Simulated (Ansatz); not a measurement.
**Run report: Si₄H₁₂ClF, geometry relaxation (part 2 of 3)**

Si₄H₁₂ClF; RKS PBE0-D4/def2-SVP (Ansatz 0.2.0). The input holds or restrains some coordinates.

Geometry of the input (Å):
```
Si -0.6439  -0.2655  0.1485
Si 1.9587  -0.0834  -0.3276
Si -1.3740  1.6521  -0.9734
Si -1.1171  -2.3892  -0.7074
H  -1.0911  -0.2406  1.5503
H  0.7232  1.4820  2.7122
Cl 0.1495  2.6073  2.4227
H  1.2641  -0.1803  1.2457
F  1.3421  -0.0773  2.5395
H  2.2179  1.3343  -0.5810
H  3.2113  -0.6800  0.1483
H  1.7286  -0.7145  -1.6357
H  -1.3998  1.3632  -2.4122
H  -0.5259  2.8229  -0.7748
H  -2.7445  1.9941  -0.5859
H  -0.2471  -3.4335  -0.1645
H  -0.9512  -2.3994  -2.1637
H  -2.5007  -2.7921  -0.4409
```

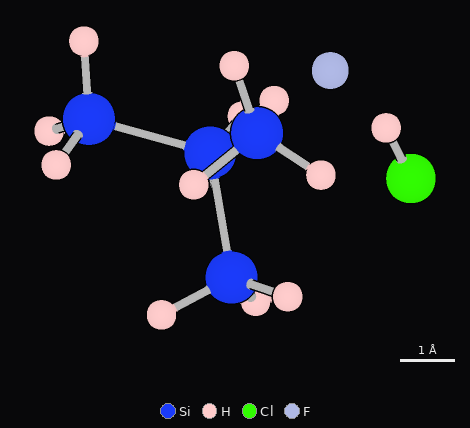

Figure 1. The geometry at step 11 of the log (ball-and-stick view, seen at a tilt).

## Trajectory as extended XYZ, continued
```
18
Properties=species:S:1:pos:R:3:forces:R:3 step=4 energy=-46907.93945
Si   -0.6569   -0.3199    0.2341    0.9715   0.1438  -0.0409
Si    1.9234   -0.0638   -0.3230   -0.4525   0.0845  -0.4895
Si   -1.3356    1.5933   -0.9486   -0.0027   0.0470  -0.0566
Si   -1.1048   -2.3917   -0.7489   -0.0431  -0.0969  -0.0946
H    -1.0891   -0.2766    1.6571    0.0230  -0.0116   0.0297
H     0.7830    1.5532    2.5548    0.5140  -0.7575  -0.0387
Cl    0.1328    2.6587    2.3694   -0.4380   0.5871  -0.0939
H     1.0404   -0.2196    1.1479    0.2875   0.4462   2.4981
F     1.5757    0.0879    2.2922   -0.8819  -0.3057  -1.8187
H     2.1614    1.4061   -0.4079   -0.0098  -0.1411   0.0476
H     3.0112   -0.8211    0.3416   -0.0155  -0.0852  -0.0834
H     1.6532   -0.6365   -1.6901    0.0307   0.1138   0.1229
H    -1.3275    1.2486   -2.4071   -0.0172   0.0239   0.0596
H    -0.4142    2.7368   -0.6871   -0.0454  -0.0713  -0.0286
H    -2.7311    1.9205   -0.5159    0.0721  -0.0229  -0.0294
H    -0.2052   -3.4420   -0.1733   -0.0433   0.0668  -0.0272
H    -0.8837   -2.2885   -2.2265   -0.0128  -0.0232   0.0805
H    -2.5331   -2.7454   -0.4686    0.0632   0.0023  -0.0368
18
Properties=species:S:1:pos:R:3:forces:R:3 step=5 energy=-46907.97800
Si   -0.6725   -0.3449    0.2356    0.9977   0.1962   0.1575
Si    1.9175   -0.0798   -0.2694   -0.5129   0.2013  -0.5837
Si   -1.3390    1.5751   -0.9379    0.0072   0.0986  -0.1222
Si   -1.1190   -2.4007   -0.7619   -0.0359  -0.2097  -0.2066
H    -1.0888   -0.3078    1.6684   -0.0100  -0.0125  -0.0230
H     0.8879    1.6508    2.4929    0.4562  -0.6825  -0.0666
Cl    0.0604    2.6416    2.3799   -0.4587   0.5412  -0.0448
H     0.9904   -0.2064    1.1769    0.4767   0.5750   1.9415
F     1.6972    0.2028    2.1886   -1.0303  -0.4494  -1.3572
H     2.1725    1.3915   -0.2968   -0.0013  -0.2013  -0.0168
H     2.9719   -0.9052    0.3499    0.0710  -0.1663  -0.0739
H     1.6421   -0.5771   -1.6754    0.0296   0.1274   0.2492
H    -1.3256    1.2306   -2.3990   -0.0233   0.0196   0.1014
H    -0.4045    2.7111   -0.6810   -0.0669  -0.0910  -0.0214
H    -2.7347    1.9224   -0.5193    0.0914  -0.0343  -0.0180
H    -0.2227   -3.4637   -0.2004   -0.0624   0.0909  -0.0248
H    -0.8819   -2.2716   -2.2382   -0.0202  -0.0316   0.1283
H    -2.5512   -2.7684   -0.5129    0.0921   0.0285  -0.0188
18
Properties=species:S:1:pos:R:3:forces:R:3 step=6 energy=-46907.98634
Si   -0.6399   -0.3692    0.3260    0.1804   0.1488  -0.5038
Si    1.9294   -0.0746   -0.2616   -0.2211  -0.0678  -0.0806
Si   -1.2919    1.5367   -0.8982   -0.1179  -0.0251   0.0421
Si   -1.0979   -2.3947   -0.7651    0.0537   0.0087   0.0048
H    -1.1947   -0.3740    1.7209    0.2098   0.0414  -0.1119
H     0.8362    1.7088    2.3943    0.4958  -0.6135  -0.0276
Cl   -0.0039    2.6955    2.3894   -0.4588   0.4832  -0.0253
H     0.9164   -0.1427    1.1299    0.6502   0.3313   1.4550
F     1.6845    0.2837    2.0884   -0.6296  -0.2806  -0.8358
H     2.3070    1.3639   -0.2400   -0.0255  -0.1241  -0.0063
H     2.9127   -1.0716    0.2566   -0.1466   0.1267  -0.1200
H     1.5778   -0.4429   -1.6842   -0.0768   0.0155   0.1941
H    -1.3209    1.1827   -2.3516    0.0197  -0.0372   0.0218
H    -0.3560    2.6701   -0.6757    0.0350   0.0039  -0.0183
H    -2.6733    1.8969   -0.4614    0.0025   0.0254  -0.0039
H    -0.2152   -3.4533   -0.1937   -0.0069  -0.0704  -0.0102
H    -0.8388   -2.2598   -2.2292    0.0184   0.0189   0.0122
H    -2.5315   -2.7554   -0.5446    0.0176   0.0148   0.0138
18
Properties=species:S:1:pos:R:3:forces:R:3 step=7 energy=-46908.02824
Si   -0.6569   -0.3688    0.2911    0.6505   0.1678  -0.0086
Si    1.9310   -0.0814   -0.2123   -0.4176   0.0476  -0.2404
Si   -1.3154    1.5426   -0.9098   -0.0213  -0.0187  -0.0192
Si   -1.0996   -2.4027   -0.7782    0.0251  -0.0529  -0.0343
H    -1.1303   -0.3531    1.7141    0.0242  -0.0080  -0.1154
H     0.8676    1.7352    2.3652    0.4642  -0.5350  -0.0217
Cl   -0.0411    2.6577    2.4161   -0.4590   0.4474  -0.0185
H     0.9234   -0.1450    1.1833    0.4547   0.4019   1.1210
F     1.7576    0.3362    2.0569   -0.7084  -0.4443  -0.7173
H     2.3167    1.3530   -0.1956    0.0161  -0.0969  -0.0923
H     2.9093   -1.1007    0.2520   -0.0819   0.0523  -0.0532
H     1.5327   -0.4338   -1.6300    0.0280   0.0190   0.1582
H    -1.3348    1.1692   -2.3586   -0.0074  -0.0023   0.0171
H    -0.3625    2.6643   -0.6944    0.0113   0.0018  -0.0090
H    -2.6943    1.9194   -0.4800    0.0115   0.0054   0.0075
H    -0.2303   -3.4807   -0.2190   -0.0035  -0.0045   0.0052
H    -0.8375   -2.2567   -2.2416    0.0035   0.0095   0.0235
H    -2.5356   -2.7547   -0.5591    0.0100   0.0100  -0.0027
18
Properties=species:S:1:pos:R:3:forces:R:3 step=8 energy=-46908.03328
Si   -0.6635   -0.3608    0.2812    0.7567   0.1638  -0.0089
Si    1.9258   -0.0574   -0.2055   -0.4842  -0.0943  -0.2263
Si   -1.3310    1.5468   -0.9196    0.0027  -0.0242  -0.0103
Si   -1.0910   -2.4052   -0.7811    0.0406  -0.0021   0.0003
H    -1.1273   -0.3474    1.7027   -0.0268  -0.0036  -0.0460
H     0.8562    1.6835    2.4140    0.4942  -0.5601  -0.0245
Cl    0.0316    2.6817    2.3584   -0.4549   0.4711  -0.0344
H     0.9251   -0.1489    1.1936    0.4698   0.3727   1.2223
F     1.7387    0.2781    2.1136   -0.7678  -0.3484  -0.8683
H     2.3281    1.3685   -0.2338   -0.0139  -0.0156   0.0480
H     2.9088   -1.0673    0.2556   -0.0211   0.0059  -0.0158
H     1.5134   -0.4375   -1.6019    0.0193   0.0208  -0.0191
H    -1.3580    1.1678   -2.3656   -0.0153  -0.0018  -0.0046
H    -0.3749    2.6667   -0.7107    0.0075   0.0046  -0.0156
H    -2.7060    1.9236   -0.4795    0.0003   0.0087   0.0066
H    -0.2228   -3.4824   -0.2194    0.0009   0.0033   0.0102
H    -0.8266   -2.2569   -2.2422    0.0023   0.0025  -0.0053
H    -2.5265   -2.7528   -0.5599   -0.0104  -0.0032  -0.0083
18
Properties=species:S:1:pos:R:3:forces:R:3 step=9 energy=-46908.04687
Si   -0.6855   -0.3574    0.2937    0.7351   0.1235  -0.1017
Si    1.9058   -0.0460   -0.1769   -0.4057  -0.0194  -0.1915
Si   -1.3365    1.5418   -0.9272   -0.0455  -0.0201  -0.0050
Si   -1.0575   -2.4082   -0.7761   -0.0260   0.0211   0.0082
H    -1.1799   -0.3459    1.7011   -0.0472  -0.0044   0.0241
H     0.8978    1.6844    2.3887    0.4427  -0.5088  -0.0114
Cl    0.0484    2.6631    2.3895   -0.4381   0.4420  -0.0521
H     0.8780   -0.1513    1.2014    0.3745   0.2683   0.8947
F     1.7509    0.2648    2.0706   -0.5849  -0.2885  -0.6343
H     2.3373    1.3717   -0.1881    0.0003  -0.0155   0.0473
H     2.8657   -1.1038    0.2190   -0.0082   0.0076   0.0130
H     1.4858   -0.3631   -1.5899   -0.0447  -0.0064   0.0234
H    -1.4573    1.1275   -2.3583    0.0032   0.0008  -0.0091
H    -0.3305    2.6297   -0.8014    0.0317   0.0082  -0.0056
H    -2.6696    1.9916   -0.4328   -0.0075   0.0106   0.0152
H    -0.2158   -3.4834   -0.1733    0.0120   0.0011   0.0128
H    -0.7349   -2.2620   -2.2249    0.0114  -0.0035  -0.0157
H    -2.5021   -2.7535   -0.6151   -0.0030  -0.0167  -0.0123
18
Properties=species:S:1:pos:R:3:forces:R:3 step=10 energy=-46908.06287
Si   -0.7203   -0.3583    0.3145    0.6088   0.0740  -0.1000
Si    1.8746   -0.0101   -0.1080   -0.1436  -0.0511  -0.0688
Si   -1.3557    1.5275   -0.9331   -0.0947   0.1867  -0.0813
Si   -1.0035   -2.4157   -0.7787   -0.0923   0.0229  -0.0204
H    -1.2991   -0.3593    1.6883   -0.0808  -0.0195   0.0775
H     0.9621    1.6641    2.3532    0.3502  -0.3410   0.0079
Cl    0.1416    2.6672    2.3537   -0.3868   0.3780  -0.0534
H     0.7998   -0.1511    1.2307   -0.1382  -0.0153   0.1718
F     1.7838    0.2378    1.9863   -0.0837  -0.2039  -0.0894
H     2.3655    1.3898   -0.0778    0.0341  -0.0448  -0.0913
H     2.7884   -1.1617    0.1634   -0.1117   0.1830  -0.0506
H     1.3866   -0.2193   -1.5327   -0.0329  -0.0123   0.1767
H    -1.6391    1.0587   -2.3389    0.0456   0.1036   0.2147
H    -0.2487    2.5459   -0.9486   -0.1894  -0.1767  -0.0227
H    -2.6087    2.1118   -0.3342    0.2248  -0.0915  -0.1155
H    -0.1985   -3.4769   -0.0995   -0.0212   0.0139  -0.0241
H    -0.5692   -2.2726   -2.2035   -0.0078  -0.0184   0.0726
H    -2.4594   -2.7777   -0.7350    0.1197   0.0124  -0.0038
18
Properties=species:S:1:pos:R:3:forces:R:3 step=11 energy=-46908.08150
Si   -0.7295   -0.3600    0.3234    0.4294   0.0355   0.0097
Si    1.8674    0.0121   -0.0657   -0.0564  -0.1905   0.0057
Si   -1.3683    1.5216   -0.9322   -0.0753   0.2554  -0.1267
Si   -0.9824   -2.4172   -0.7824   -0.0593   0.0166  -0.0546
H    -1.3765   -0.3848    1.6715   -0.0447  -0.0054   0.0236
H     1.0404    1.6867    2.3016    0.2534  -0.3162   0.0701
Cl    0.1937    2.6671    2.3331   -0.3479   0.3759  -0.0686
H     0.7665   -0.1661    1.2471   -0.4773  -0.1133  -0.0780
F     1.7725    0.2008    1.9846    0.3081  -0.0657  -0.0173
H     2.3885    1.4021   -0.0548    0.0149  -0.0440  -0.0633
H     2.7799   -1.1577    0.1505   -0.1491   0.2433  -0.0682
H     1.3157   -0.1808   -1.4707    0.0318   0.0144   0.1579
H    -1.7052    1.0550   -2.3293    0.0582   0.0867   0.2546
H    -0.2370    2.5158   -1.0043   -0.2258  -0.2021   0.0080
H    -2.5889    2.1529   -0.3080    0.2591  -0.1306  -0.1237
H    -0.1909   -3.4802   -0.0891   -0.0225   0.0233  -0.0165
H    -0.5096   -2.2753   -2.1961   -0.0218  -0.0181   0.0814
H    -2.4364   -2.7920   -0.7792    0.1254   0.0350   0.0059
18
Properties=species:S:1:pos:R:3:forces:R:3 step=12 energy=-46908.11635
Si   -0.7509   -0.3689    0.3432    0.1044  -0.0352   0.2856
Si    1.8487    0.0428    0.0184    0.3142  -0.2335  -0.1355
Si   -1.3830    1.5132   -0.9180   -0.0263   0.3201  -0.1710
Si   -0.9385   -2.4179   -0.7961   -0.0503   0.0045  -0.0750
H    -1.5198   -0.4309    1.6430    0.0596  -0.0060  -0.1633
H     1.1155    1.6801    2.2831    0.1297  -0.1527   0.0896
Cl    0.3300    2.7069    2.1940   -0.2855   0.3515  -0.0351
H     0.6979   -0.1945    1.2779   -1.3590  -0.3567  -0.6202
F     1.7550    0.1558    1.9491    1.1415   0.1125   0.4444
H     2.4179    1.4171   -0.0142   -0.0073  -0.0758  -0.0538
H     2.7753   -1.1406    0.1196   -0.2319   0.3022  -0.0626
H     1.2027   -0.1129   -1.3575    0.1042   0.0192   0.2067
H    -1.8087    1.0454   -2.2920    0.0660   0.0706   0.2746
H    -0.2210    2.4671   -1.0808   -0.2816  -0.2371   0.0511
H    -2.5454    2.2080   -0.2473    0.2685  -0.1595  -0.1405
H    -0.1758   -3.4889   -0.0808   -0.0238   0.0406  -0.0091
H    -0.4095   -2.2842   -2.1930   -0.0438   0.0014   0.1138
H    -2.3903   -2.7975   -0.8484    0.1214   0.0339   0.0004
18
Properties=species:S:1:pos:R:3:forces:R:3 step=13 energy=-46908.13915
Si   -0.7455   -0.3805    0.3692   -0.5438  -0.0925   0.4116
Si    1.8521    0.0566    0.0616    0.7805  -0.1834  -0.7512
Si   -1.3608    1.5068   -0.8938   -0.0626   0.1224  -0.0502
Si   -0.9250   -2.4102   -0.7991    0.0900   0.0319  -0.0778
H    -1.6379   -0.5003    1.6032    0.2450   0.0724  -0.2763
H     1.1233    1.7077    2.2433    0.0262   0.0464   0.1332
Cl    0.3137    2.7183    2.1940   -0.2167   0.2752  -0.0272
H     0.6514   -0.1752    1.2748   -2.3024  -0.7375  -0.9150
F     1.7509    0.1885    1.8660    2.0502   0.3903   1.2342
H     2.4936    1.3997   -0.0563   -0.0412  -0.1107  -0.0511
H     2.7493   -1.1465    0.0929   -0.1462   0.2167  -0.0137
H     1.1386   -0.1008   -1.2812    0.0719   0.0719   0.2611
H    -1.8592    1.0211   -2.2286    0.0534   0.0747   0.1336
H    -0.1842    2.4149   -1.1159   -0.1619  -0.1206   0.0238
H    -2.4669    2.2386   -0.1891    0.1395  -0.0682  -0.0959
H    -0.1745   -3.4754   -0.0632   -0.0231  -0.0069  -0.0327
H    -0.3517   -2.2572   -2.1749   -0.0372  -0.0412   0.0698
H    -2.3671   -2.8059   -0.9027    0.0785   0.0591   0.0239
18
Properties=species:S:1:pos:R:3:forces:R:3 step=14 energy=-46908.15085
Si   -0.7450   -0.3733    0.3824   -0.4072  -0.0846   0.1903
Si    1.8588    0.0039    0.0487    0.6179   0.2967  -0.4406
Si   -1.3823    1.5107   -0.8742    0.0506   0.0469  -0.0617
Si   -0.8526   -2.3907   -0.8120   -0.2299  -0.0612   0.0373
H    -1.6134   -0.4435    1.6225    0.0959  -0.0933  -0.1756
H     1.0442    1.7118    2.2606    0.0599   0.0426   0.0965
Cl    0.2490    2.7345    2.2284   -0.2248   0.2487  -0.0321
H     0.6460   -0.1695    1.2596   -2.2522  -0.7050  -0.8874
F     1.7311    0.2253    1.8572    2.2456   0.4095   1.0465
H     2.5272    1.3257   -0.1433   -0.0063  -0.1100   0.0551
H     2.7350   -1.1957    0.1013   -0.0458  -0.0034   0.0574
H     1.1145   -0.1534   -1.2608    0.0351   0.0004   0.0546
H    -1.9071    1.0488   -2.1982   -0.0011  -0.0145   0.0205
H    -0.1957    2.3803   -1.1205    0.0058   0.0194  -0.0125
H    -2.4486    2.2831   -0.1718    0.0179  -0.0434   0.0274
H    -0.1429   -3.4965   -0.0958    0.0075   0.0506   0.0110
H    -0.3069   -2.2816   -2.1997    0.0023   0.0760   0.0631
H    -2.3110   -2.7199   -0.8843    0.0286  -0.0753  -0.0498
18
Properties=species:S:1:pos:R:3:forces:R:3 step=15 energy=-46908.17669
Si   -0.7325   -0.3904    0.3878   -0.4103   0.0176   0.0834
Si    1.8668    0.0097    0.0461    0.8800   0.1567  -0.3622
Si   -1.3767    1.4986   -0.8629   -0.0581  -0.0100   0.0560
Si   -0.8731   -2.3959   -0.8189    0.0318  -0.0055   0.0141
H    -1.5992   -0.5190    1.6100   -0.0011  -0.0069   0.0032
H     1.0205    1.7753    2.2389    0.0511   0.0562   0.1021
Cl    0.1701    2.7530    2.2204   -0.2141   0.2374  -0.0366
H     0.6535   -0.1115    1.2627   -2.3070  -0.8728  -0.8534
F     1.7415    0.3036    1.8410    2.1614   0.5050   0.9506
H     2.7064    1.2372   -0.1431   -0.1068  -0.1381   0.0224
H     2.6159   -1.2717    0.1292   -0.0446   0.0051   0.0250
H     1.1185   -0.0711   -1.2623    0.0025   0.0344   0.0335
H    -1.9524    1.0360   -2.1646    0.0029   0.0025   0.0018
H    -0.1918    2.3574   -1.1464    0.0267   0.0194  -0.0152
H    -2.4071    2.2743   -0.1143   -0.0128  -0.0015  -0.0146
H    -0.1305   -3.4858   -0.1150   -0.0060  -0.0070  -0.0003
H    -0.3125   -2.2309   -2.1928    0.0017   0.0093  -0.0054
H    -2.3173   -2.7687   -0.9156    0.0028  -0.0018  -0.0046
18
Properties=species:S:1:pos:R:3:forces:R:3 step=16 energy=-46908.18470
Si   -0.7285   -0.3881    0.3952   -0.4865  -0.0693   0.0652
Si    1.8729   -0.0056    0.0493    0.9430   0.1178  -0.3301
Si   -1.3895    1.5036   -0.8441   -0.0467  -0.0060   0.0299
Si   -0.8603   -2.3897   -0.8199    0.0522   0.0266  -0.0392
H    -1.5952   -0.5563    1.6097   -0.0266   0.0362   0.0480
H     1.0009    1.7951    2.2259    0.0532   0.0720   0.0891
Cl    0.1705    2.7885    2.1715   -0.2095   0.2295  -0.0263
H     0.6534   -0.1101    1.2613   -2.3937  -0.9104  -0.8387
F     1.7368    0.3304    1.8293    2.2347   0.5671   0.9761
H     2.7700    1.1788   -0.1466   -0.0678  -0.1361   0.0192
H     2.5560   -1.3246    0.1542   -0.0498   0.0623  -0.0108
H     1.1166   -0.0443   -1.2539   -0.0045   0.0260   0.0286
H    -1.9785    1.0359   -2.1382    0.0012  -0.0005  -0.0010
H    -0.2072    2.3618   -1.1488    0.0001   0.0007  -0.0005
H    -2.4163    2.2813   -0.0925   -0.0009  -0.0053  -0.0050
H    -0.1132   -3.4844   -0.1283    0.0009   0.0011   0.0063
H    -0.2899   -2.1928   -2.1859    0.0013  -0.0269  -0.0172
H    -2.2984   -2.7795   -0.9383   -0.0005   0.0152   0.0063
18
Properties=species:S:1:pos:R:3:forces:R:3 step=17 energy=-46908.19902
Si   -0.7206   -0.3910    0.4086   -0.6751  -0.0781   0.0524
Si    1.8837   -0.0289    0.0624    1.2488  -0.0261  -0.4559
Si   -1.4153    1.5026   -0.8107   -0.0201  -0.0018  -0.0003
Si   -0.8283   -2.3768   -0.8391    0.0477   0.0230  -0.0233
H    -1.6006   -0.5730    1.6124   -0.0327  -0.0029   0.0360
H     0.9828    1.8443    2.1871    0.0233   0.1200   0.0884
Cl    0.1516    2.8352    2.1071   -0.1827   0.2122  -0.0088
H     0.6477   -0.0972    1.2603   -2.6561  -1.0431  -0.8392
F     1.7290    0.3821    1.8004    2.4697   0.7471   1.0657
H     2.9169    1.0505   -0.1473   -0.1579  -0.2610   0.0384
H     2.4317   -1.4205    0.1888   -0.0868   0.2799  -0.0661
H     1.1041    0.0244   -1.2268    0.0506   0.0414   0.0867
H    -2.0359    1.0310   -2.0902    0.0041   0.0091   0.0094
H    -0.2394    2.3618   -1.1516   -0.0562  -0.0207   0.0110
H    -2.4283    2.2765   -0.0357    0.0112  -0.0018  -0.0170
H    -0.0772   -3.4668   -0.1442    0.0012  -0.0125  -0.0053
H    -0.2425   -2.1670   -2.1985   -0.0001  -0.0163   0.0131
H    -2.2592   -2.7871   -0.9829    0.0109   0.0315   0.0147
18
Properties=species:S:1:pos:R:3:forces:R:3 step=18 energy=-46908.21771
Si   -0.7160   -0.3857    0.4211   -0.7723  -0.1649   0.0352
Si    1.8928   -0.0604    0.0722    1.5050  -0.0316  -0.4904
Si   -1.4449    1.5032   -0.7869   -0.0266   0.0044  -0.0342
Si   -0.7922   -2.3625   -0.8470    0.0157   0.0446  -0.0175
H    -1.6043   -0.6143    1.6111   -0.0332   0.0203   0.0365
H     0.9722    1.8912    2.1521    0.0030   0.1477   0.0886
Cl    0.1305    2.8731    2.0698   -0.1648   0.2006   0.0011
H     0.6439   -0.0740    1.2585   -2.8298  -1.0926  -0.8034
F     1.7239    0.4280    1.7803    2.6507   0.8249   0.9765
H     3.0444    0.9031   -0.1510   -0.2823  -0.3151   0.0959
H     2.3315   -1.4935    0.2082   -0.0961   0.3529  -0.0713
H     1.1086    0.0851   -1.2063    0.0624   0.0468   0.1369
H    -2.0859    1.0290   -2.0554   -0.0020  -0.0093   0.0103
H    -0.2874    2.3742   -1.1590   -0.0419  -0.0328   0.0250
H    -2.4504    2.2738   -0.0010   -0.0005  -0.0005   0.0026
H    -0.0500   -3.4645   -0.1606    0.0002   0.0059   0.0040
H    -0.1940   -2.1390   -2.1985    0.0053  -0.0167   0.0030
H    -2.2228   -2.7667   -1.0073    0.0073   0.0156   0.0014
```
